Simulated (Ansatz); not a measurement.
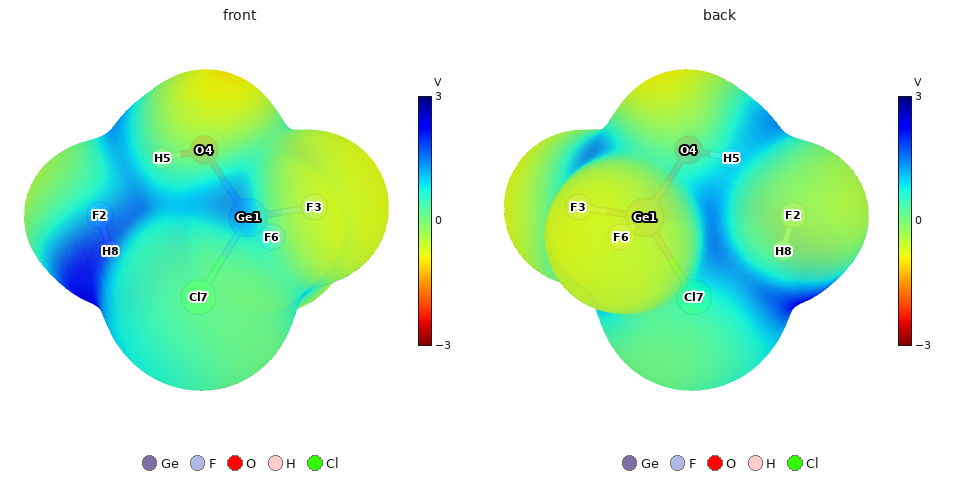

The picture shows: ClF$_{2}$GeHO···HF. The electrostatic potential painted on the density surface at 0.001 e/bohr³, seen from the front and from behind; the colour scale runs from red (negative) to blue (positive).

Theory: RKS B3LYP/def2-SVP (Ansatz 0.2.0).

```xyz
8

Ge    0.3388   -0.3663   -0.6771
F    -0.9471   -0.0269    2.3014
F     1.3853   -0.0329   -1.9925
O    -0.3740    1.1173   -0.1301
H    -0.7557    1.0036    0.7627
F    -0.8165   -1.5035   -1.2533
Cl    1.4729   -1.3691    0.8729
H    -0.1608   -0.5343    2.3355
```

> Where is the surface potential most negative and most positive?

The most negative region (about −0.9 V, or −21 kcal/mol for a unit charge) lies over O4, the most positive (about +2.3 V, or +53 kcal/mol for a unit charge) over H8.
